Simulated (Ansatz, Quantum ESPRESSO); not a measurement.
# 2H-TiCl2, 1 layer in a field-effect set-up, part 2 of 8

Wanted: induced charge and band edges of 2H-TiCl2, 1 layer beside a charged plate.

Quantum ESPRESSO 7.5; plane-wave DFT, PBEsol, GBRV ultrasoft pseudopotentials; geometry by Ansatz 0.2.0 with PAW datasets.

So far: The starting structure; Relaxation with Ansatz.

## (3) Ground state: neutral sheet, no gate

The neutral sheet is the reference for densities and bands.

Level of this step: plane-wave DFT, PBEsol, GBRV ultrasoft pseudopotentials (Quantum ESPRESSO 7.5).

g0.in reads:

```
&control
  prefix = 'g0'
  outdir = './out'
  pseudo_dir = './pseudo'
  calculation = 'scf'
  tprnfor = .true.
  tefield = .true.
  dipfield = .true.
/
&system
  ibrav = 0
  nat = 3
  ntyp = 2
  ecutwfc = 40
  ecutrho = 200
  occupations = 'smearing'
  smearing = 'fd'
  degauss = 0.004
  edir = 3
  emaxpos = 0.217081
  eopreg = 0.01
  eamp = 0.0
  nbnd = 19
/
&electrons
  conv_thr = 1e-07
  mixing_beta = 0.4
  electron_maxstep = 120
  mixing_mode = 'local-TF'
/
ATOMIC_SPECIES
  Cl  35.4500  cl_pbesol_v1.4.uspp.F.UPF
  Ti  47.8670  ti_pbesol_v1.4.uspp.F.UPF
CELL_PARAMETERS angstrom
  3.27674852667764 0.00000000000000 0.00000000000000
  -1.63837426333882 2.83774746591607 0.00000000000000
  0.00000000000000 0.00000000000000 25.31856245310000
ATOMIC_POSITIONS crystal
  Cl  0.333333333333 0.666666666667 0.437464339022
  Ti  0.000000000000 -0.000000000000 0.499999983291
  Cl  0.333333333333 0.666666666667 0.562535677687
K_POINTS automatic
  12 12 1 0 0 0
```

Launch:

```console
$ OMP_NUM_THREADS=1 mpirun -n 4 pw.x -nk 4 -in g0.in > g0.out
```

Output:

```text
Program PWSCF v.7.5 starts
[citation notice left out]

     Parallel version (MPI & OpenMP), running on       4 processor cores
     Number of MPI processes:                 4
     Threads/MPI process:                     1

     MPI processes distributed on     1 nodes
[...]
Current dimensions of program PWSCF are:
     Max number of different atomic species (ntypx) = 10
     Max number of k-points (npk) =  40000
     Max angular momentum in pseudopotentials (lmaxx) =  4
     Presently no symmetry can be used with electric field

     K-points division:     npool     =       4
     Subspace diagonalization in iterative solution of the eigenvalue problem:
     a serial algorithm will be used

     G-vector sticks info
     --------------------
     sticks:   dense  smooth     PW     G-vecs:    dense   smooth      PW
     Sum         517     421    151                75695    54385   10653

     Using Slab Decomposition

     bravais-lattice index     =            0
     lattice parameter (alat)  =       6.1922  a.u.
     unit-cell volume          =    1588.7388 (a.u.)^3
     number of atoms/cell      =            3
     number of atomic types    =            2
     number of electrons       =        26.00
     number of Kohn-Sham states=           19
     kinetic-energy cutoff     =      40.0000  Ry
     charge density cutoff     =     200.0000  Ry
     scf convergence threshold =      1.0E-07
     mixing beta               =       0.4000
     number of iterations used =            8  local-TF  mixing
     Exchange-correlation= SLA  PW   PSX  PSC
                           (   1   4  10   8   0   0   0)

     celldm(1)=   6.192157  celldm(2)=   0.000000  celldm(3)=   0.000000
     celldm(4)=   0.000000  celldm(5)=   0.000000  celldm(6)=   0.000000

     crystal axes: (cart. coord. in units of alat)
               a(1) = (   1.000000   0.000000   0.000000 )
               a(2) = (  -0.500000   0.866025   0.000000 )
               a(3) = (   0.000000   0.000000   7.726733 )

     reciprocal axes: (cart. coord. in units 2 pi/alat)
               b(1) = (  1.000000  0.577350 -0.000000 )
               b(2) = (  0.000000  1.154701  0.000000 )
               b(3) = (  0.000000 -0.000000  0.129421 )

     PseudoPot. # 1 for Cl read from file:
     ./pseudo/cl_pbesol_v1.4.uspp.F.UPF
     Pseudo is Ultrasoft + core correction, Zval =  7.0
     Generated by new atomic code, or converted to UPF format
     Using radial grid of  909 points,  6 beta functions with:
                l(1) =   0
                l(2) =   0
                l(3) =   1
                l(4) =   1
                l(5) =   2
                l(6) =   2
     Q(r) pseudized with  8 coefficients,  rinner =    1.300   1.300   1.300
                                                       1.300   1.300

     PseudoPot. # 2 for Ti read from file:
     ./pseudo/ti_pbesol_v1.4.uspp.F.UPF
     Pseudo is Ultrasoft + core correction, Zval = 12.0
     Generated by new atomic code, or converted to UPF format
     Using radial grid of  851 points,  6 beta functions with:
                l(1) =   0
                l(2) =   0
                l(3) =   1
                l(4) =   1
                l(5) =   2
                l(6) =   2
     Q(r) pseudized with  6 coefficients,  rinner =    1.000   1.000   1.000
                                                       1.000   1.000

     atomic species   valence    mass     pseudopotential
     Cl                7.00    35.45000     Cl( 1.00)
     Ti               12.00    47.86700     Ti( 1.00)

     No symmetry found

   Cartesian axes

     site n.     atom                  positions (alat units)
         1        Cl     tau(   1) = (  -0.0000000   0.5773503   3.3801703  )
         2        Ti     tau(   2) = (   0.0000000   0.0000000   3.8633666  )
         3        Cl     tau(   3) = (  -0.0000000   0.5773503   4.3465632  )

     number of k points=    74  Fermi-Dirac smearing, width (Ry)=  0.0040
                       cart. coord. in units 2pi/alat
        k(    1) = (   0.0000000   0.0000000   0.0000000), wk =   0.0138889
        k(    2) = (   0.0000000   0.0962250   0.0000000), wk =   0.0277778
        k(    3) = (   0.0000000   0.1924501   0.0000000), wk =   0.0277778
        k(    4) = (   0.0000000   0.2886751   0.0000000), wk =   0.0277778
        k(    5) = (   0.0000000   0.3849002   0.0000000), wk =   0.0277778
        k(    6) = (   0.0000000   0.4811252   0.0000000), wk =   0.0277778
        k(    7) = (   0.0000000  -0.5773503   0.0000000), wk =   0.0138889
        k(    8) = (   0.0833333   0.0481125   0.0000000), wk =   0.0277778
        k(    9) = (   0.0833333   0.1443376   0.0000000), wk =   0.0277778
        k(   10) = (   0.0833333   0.2405626   0.0000000), wk =   0.0277778
[...]
k(   74) = (  -0.5000000  -0.8660254   0.0000000), wk =   0.0138889

     Dense  grid:    75695 G-vectors     FFT dimensions: (  27,  27, 216)

     Smooth grid:    54385 G-vectors     FFT dimensions: (  25,  25, 200)

     Estimated max dynamical RAM per process >     147.10 MB

     Estimated total dynamical RAM >     532.95 MB

     Initial potential from superposition of free atoms

     starting charge      24.9999, renormalised to      26.0000

     negative rho (up, down):  3.628E-02 0.000E+00

     Adding external electric field

     Computed dipole along edir(3) :
        Dipole               -0.0000 Ry au,         -0.0000 Debye
        Dipole field         -0.0000 Ry au,

        Potential amp.        0.0000 Ry
        Total length         47.3667 bohr

     Starting wfcs are   18 randomized atomic wfcs +    1 random wfcs

     total cpu time spent up to now is        1.4 secs

     per-process dynamical memory:    80.9 Mb

     Self-consistent Calculation

     iteration #  1     ecut=    40.00 Ry     beta= 0.40
     Davidson diagonalization with overlap
     ethr =  1.00E-02,  avg # of iterations =  4.1

     negative rho (up, down):  3.133E-02 0.000E+00

     Adding external electric field

     Computed dipole along edir(3) :
        Dipole               -0.0493 Ry au,         -0.1254 Debye
        Dipole field         -0.0004 Ry au,

        Potential amp.        0.0370 Ry
        Total length         47.3667 bohr

     total cpu time spent up to now is        5.1 secs

     total energy              =    -185.93438930 Ry
     estimated scf accuracy    <       0.93367354 Ry

     iteration #  2     ecut=    40.00 Ry     beta= 0.40
[...]
Dipole               -0.1065 Ry au,         -0.2706 Debye
[...]
total energy              =    -185.90526960 Ry
     estimated scf accuracy    <       0.00184235 Ry

     iteration # 11     ecut=    40.00 Ry     beta= 0.40
[...]
negative rho (up, down):  3.057E-02 0.000E+00

[...]
Dipole               -0.0881 Ry au,         -0.2239 Debye
[...]
total energy              =    -185.90528141 Ry
     estimated scf accuracy    <       0.00173572 Ry

     iteration # 12     ecut=    40.00 Ry     beta= 0.40
[...]
negative rho (up, down):  3.464E-02 0.000E+00

[...]
Dipole               -0.0371 Ry au,         -0.0943 Debye
[...]
total energy              =    -185.90512225 Ry
     estimated scf accuracy    <       0.00085412 Ry

     iteration # 13     ecut=    40.00 Ry     beta= 0.40
[...]
negative rho (up, down):  3.536E-02 0.000E+00

[...]
Dipole               -0.0256 Ry au,         -0.0650 Debye
[...]
total energy              =    -185.90520423 Ry
     estimated scf accuracy    <       0.00020113 Ry

     iteration # 14     ecut=    40.00 Ry     beta= 0.40
[...]
negative rho (up, down):  3.536E-02 0.000E+00

[...]
Dipole               -0.0135 Ry au,         -0.0343 Debye
[...]
total energy              =    -185.90517305 Ry
     estimated scf accuracy    <       0.00011398 Ry

     iteration # 15     ecut=    40.00 Ry     beta= 0.40
[...]
negative rho (up, down):  3.479E-02 0.000E+00

[...]
Dipole               -0.0119 Ry au,         -0.0302 Debye
[...]
total energy              =    -185.90516275 Ry
     estimated scf accuracy    <       0.00003499 Ry

     iteration # 16     ecut=    40.00 Ry     beta= 0.40
[...]
negative rho (up, down):  3.394E-02 0.000E+00

[...]
Dipole               -0.0062 Ry au,         -0.0157 Debye
[...]
total energy              =    -185.90515166 Ry
     estimated scf accuracy    <       0.00001968 Ry

     iteration # 17     ecut=    40.00 Ry     beta= 0.40
[...]
negative rho (up, down):  3.370E-02 0.000E+00

[...]
Dipole               -0.0030 Ry au,         -0.0077 Debye
[...]
total energy              =    -185.90515098 Ry
     estimated scf accuracy    <       0.00000635 Ry

     iteration # 18     ecut=    40.00 Ry     beta= 0.40
[...]
negative rho (up, down):  3.375E-02 0.000E+00

[...]
Dipole               -0.0003 Ry au,         -0.0007 Debye
[...]
total energy              =    -185.90515118 Ry
     estimated scf accuracy    <       0.00000130 Ry

     iteration # 19     ecut=    40.00 Ry     beta= 0.40
[...]
negative rho (up, down):  3.379E-02 0.000E+00

[...]
Dipole                0.0006 Ry au,          0.0016 Debye
[...]
total energy              =    -185.90515118 Ry
     estimated scf accuracy    <       0.00000040 Ry

     iteration # 20     ecut=    40.00 Ry     beta= 0.40
[...]
negative rho (up, down):  3.380E-02 0.000E+00

[...]
Dipole                0.0005 Ry au,          0.0013 Debye
[...]
total energy              =    -185.90515116 Ry
     estimated scf accuracy    <       0.00000015 Ry

     iteration # 21     ecut=    40.00 Ry     beta= 0.40
[...]
negative rho (up, down):  3.383E-02 0.000E+00

[...]
Dipole               -0.0005 Ry au,         -0.0013 Debye
[...]
End of self-consistent calculation

          k = 0.0000 0.0000 0.0000 (  6817 PWs)   bands (ev):

   -58.3704 -34.8516 -34.6280 -34.6280 -18.8713 -18.2426  -8.2471  -5.8155
    -5.1611  -5.1611  -4.7742  -4.7742  -1.2572  -0.0600  -0.0600   0.1679
     0.1679   1.8872   2.4782

          k = 0.0000 0.0962 0.0000 (  6819 PWs)   bands (ev):

   -58.3690 -34.8485 -34.6415 -34.6310 -18.8126 -18.2080  -8.1722  -5.8405
    -5.4587  -5.1688  -4.9798  -4.8674  -1.2876  -0.0970  -0.0386   0.1569
     0.2559   2.1638   2.6213

          k = 0.0000 0.1925 0.0000 (  6755 PWs)   bands (ev):

   -58.3652 -34.8402 -34.6782 -34.6391 -18.6478 -18.1108  -7.9662  -6.1730
    -6.0035  -5.4090  -5.1943  -5.1027  -1.4244  -0.0930   0.0426   0.2095
     0.4689   2.7285   3.0125

          k = 0.0000 0.2887 0.0000 (  6769 PWs)   bands (ev):

   -58.3599 -34.8288 -34.7280 -34.6502 -18.4106 -17.9707  -7.6886  -7.0011
    -6.5488  -5.5966  -5.3883  -5.2383  -1.6580   0.0709   0.2064   0.3840
     0.7066   3.3790   3.6379

          k = 0.0000 0.3849 0.0000 (  6793 PWs)   bands (ev):

   -58.3547 -34.8174 -34.7772 -34.6613 -18.1569 -17.8210  -7.7865  -7.3642
    -7.1920  -5.6428  -5.6187  -5.2914  -1.8572   0.3463   0.4337   0.6196
     0.8951   4.0640   4.4782

          k = 0.0000 0.4811 0.0000 (  6796 PWs)   bands (ev):

   -58.3509 -34.8130 -34.8091 -34.6693 -17.9584 -17.7043  -8.2831  -7.6549
    -7.1779  -5.8139  -5.6100  -5.3352  -1.9483   0.6269   0.6450   0.8162
     1.0074   3.9352   4.5579

[...]
the Fermi energy is    -0.6642 ev

!    total energy              =    -185.90515112 Ry
     estimated scf accuracy    <       0.00000006 Ry
     smearing contrib. (-TS)   =      -0.00000158 Ry
     internal energy E=F+TS    =    -185.90514955 Ry

     The total energy is F=E-TS. E is the sum of the following terms:
     one-electron contribution =   -1449.45486427 Ry
     hartree contribution      =     724.76622069 Ry
     xc contribution           =     -36.67808313 Ry
     ewald contribution        =     575.46157716 Ry
     electric field correction =       0.00000000 Ry

     convergence has been achieved in  21 iterations

     negative rho (up, down):  3.383E-02 0.000E+00

     Forces acting on atoms (cartesian axes, Ry/au):

     atom    1 type  1   force =    -0.00000005   -0.00000011    0.01436258
     atom    2 type  2   force =    -0.00000006    0.00000003   -0.00005396
     atom    3 type  1   force =     0.00000011    0.00000008   -0.01430862

     Total force =     0.020274     Total SCF correction =     0.000913

[...]
=------------------------------------------------------------------------------=
   JOB DONE.
=------------------------------------------------------------------------------=
```

Elapsed: 72 s, on 4 MPI ranks of Arm Neoverse V2, shared host; peak memory 0.69 GiB; 4.8 min of CPU time.

Numbers from this step:

```
free energy                          : -2529.3684 eV
Fermi energy                         : -0.6642 eV
dipole along the normal              : -2.71e-4 e·Å
valence top, on the run's zero       : -1.077 eV
conduction bottom, on the run's zero : -0.1369 eV
gap by band count                    : 0.9402 eV
```

The run needed 21 iterations to bring the estimated error under 1e-07 Ry.

## (4) Density by pp.x

plot_num = 0 writes the valence density.

g0.rho.in reads:

```
&inputpp
  prefix = 'g0'
  outdir = './out'
  filplot = 'g0.rho.dat'
  plot_num = 0
/
```

Launch:

```console
$ OMP_NUM_THREADS=1 mpirun -n 4 pp.x -in g0.rho.in > g0.rho.out
```

Output:

```text
[banner, memory and clock lines left out]
Program POST-PROC v.7.5 starts

          URL

     ./out/g0.save/

     IMPORTANT: XC functional enforced from input :
     Exchange-correlation= PBESOL
                           (   1   4  10   8   0   0   0)
     Any further DFT definition will be discarded
     Please, verify this is what you really want

     negative rho (up, down):  3.383E-02 0.000E+00

     Adding external electric field

     Computed dipole along edir(3) :
        Dipole               -0.0005 Ry au,         -0.0013 Debye
        Dipole field         -0.0000 Ry au,

        Potential amp.        0.0004 Ry
        Total length         47.3667 bohr

     Calling punch_plot, plot_num =   0
     Writing data to file  g0.rho.dat
     Message from routine chdens:
     namelist plot not found or invalid, exiting
```

Elapsed: 0.91 s, on 4 MPI ranks; peak memory 0.09 GiB.

Numbers from this step:

```
electrons by integration : 26.00 e
```

The valence density, planar mean oscillates, so the rows of the table below give means over windows of 1 Å about each position, cut where the curve ends. Its maxima inside the range that stand out by 2 % of the span (Å: e/Å³): 11.4: 0.539, 12.7: 1.19, 13.9: 0.539. Its minima: 11.8: 0.382, 13.5: 0.382.

Mean over planes. Valence density, planar mean against z; means over each step:

```
z (Å)  valence density, planar mean (e/Å³)
    7                               7.0e-6
    8                               1.4e-4
    9                              0.00402
   10                                0.117
   11                                0.488
   12                                0.603
   13                                0.831
   14                                0.493
   15                                0.246
   16                               0.0124
   17                               4.0e-4
   18                               1.8e-5
```

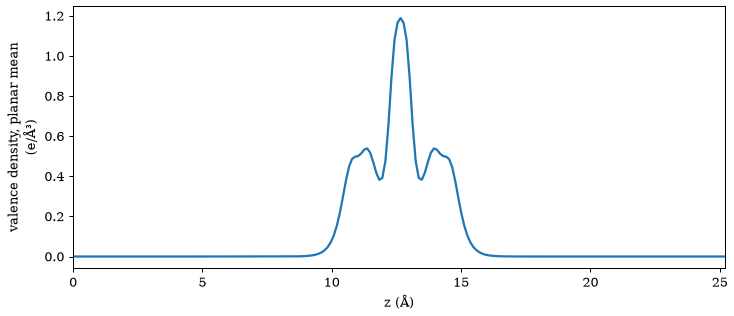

Valence density, planar mean against z.

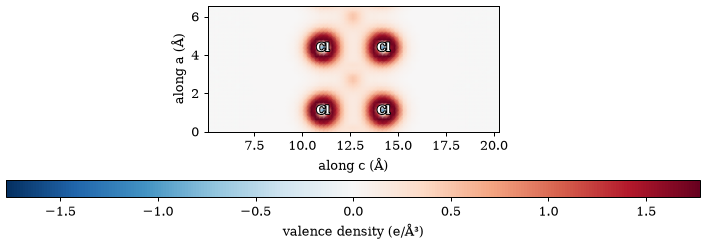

Valence density in the ca plane at fractional y = 0.667, with atoms of Cl within 0.2 Å of it. It is the smooth field of the valence electrons, not physical close to the nuclei. The far vacuum is left out of the map.

## (5) Electrostatic potential

The neutral sheet's potential is written as the reference.

g0.pot.in reads:

```
&inputpp
  prefix = 'g0'
  outdir = './out'
  filplot = 'g0.pot.dat'
  plot_num = 11
/
```

Launch:

```console
$ OMP_NUM_THREADS=1 mpirun -n 4 pp.x -in g0.pot.in > g0.pot.out
```

It took 0.91 s on 4 MPI ranks; peak memory 0.1 GiB; 3.3 s of CPU time.

[end of part 2 of 8]

[Logs are printed without paths, hosts, clocks, repeated set-up lines and the standing remarks that a program may print on its own settings, such as how far it seeks lower states.]

[Hosts, paths, dates, database ids (printed as entryN), source tags and the programs' standing remarks are cut or masked in the printed files.]

[Maps of the electrostatic potential energy from Ansatz leave out the sawtooth potential of an applied field or a dipole correction, so their vacuum need not be flat; planar profiles and work functions include it.]
